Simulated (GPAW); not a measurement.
## Property calculation, with input and output: AlPH4O

System: AlPH4O, SMILES [AlH2][O]P.
Method: PBE/real-space grid, scalar-relativistic datasets (GPAW 26.7.0).

The geometry comes from this level: GFN2-xTB.

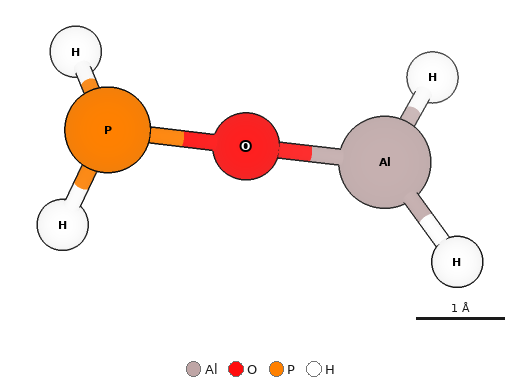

**Figure 1.** The structure as given in the input (ball-and-stick view, seen at a tilt). Sticks mark near contacts. Bond lengths as drawn: Al–H 1.53 Å, Al–O 1.66 Å, H–P 1.41 Å and O–P 1.67 Å.

### The input (sp.py)
```python
import numpy as np
from ase.io import read
from ase.units import Debye
from gpaw import GPAW

system = read('molecule.xyz')
system.center(vacuum=4.5)

calculator = GPAW(mode='fd',
                  h=0.18,
                  xc='PBE',
                  maxiter=100,
                  symmetry='off',
                  txt='molecule.txt')
system.calc = calculator

energy = system.get_potential_energy()
print(f'Energy: {energy:.5f} eV')
forces = system.get_forces()
print('Forces (eV/Ang)')
for symbol, f in zip(system.symbols, forces):
    print(f'{symbol:2} {f[0]:9.4f} {f[1]:9.4f} {f[2]:9.4f}')
dipole = system.get_dipole_moment() / Debye
print(f'Dipole                  {np.linalg.norm(dipole):.3f} D')
homo, lumo = calculator.get_homo_lumo()
print(f'HOMO                    {homo:.3f} eV')
print(f'LUMO = {lumo:.3f} eV')
print(f'Gap                     {lumo - homo:.3f} eV')
```

### File molecule.xyz
```
7

Al    -1.235120     0.334860    -0.834690
O      0.260140    -0.003850    -0.186030
P      1.766500    -0.337580     0.446410
H     -1.781220    -0.559570    -1.947550
H     -2.014580     1.516740    -0.251980
H      1.641170     0.500830     1.566900
H      1.363110    -1.451440     1.206940
```

Launched with:
```bash
python sp.py
```

### The program's output
```
Energy: -29.61664 eV
Forces (eV/Ang)
Al   -0.2480    0.0774   -0.0653
O     1.3985   -0.3489    0.3183
P    -0.6616    0.2650   -0.9758
H    -0.2703   -0.5507   -0.6705
H    -0.4168    0.7115    0.3249
H     0.1895    0.3925    0.6806
H     0.0324   -0.5757    0.4079
Dipole                  0.507 D
HOMO                    -5.973 eV
LUMO = -1.868 eV
Gap                     4.105 eV
```

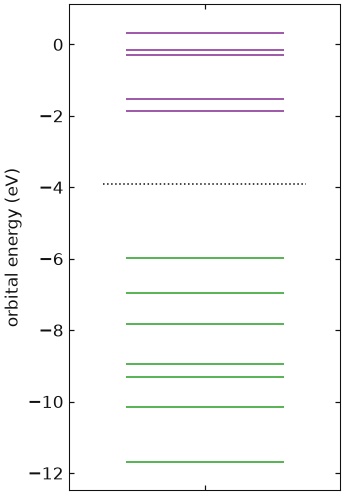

**Figure 2.** Orbital energies near the frontier; the dotted line parts filled from empty levels, and levels within 0.02 eV of each other stand side by side. Highest filled −5.97 eV, lowest empty −1.87 eV, 4.10 eV apart.

### Summary

| quantity | value |
| --- | --- |
| outcome | converged |
| energy relative to the program's reference atoms | −29.6166 eV |
| largest force | 1.476 eV/Å |
| HOMO | −5.97 eV |
| LUMO | −1.87 eV |
| dipole moment | 0.51 D |
| hardware | 1 thread of Arm Neoverse V1, 24 GiB of memory available, shared host |
| wall time | 25 s |
| peak memory | 0.81 GiB |
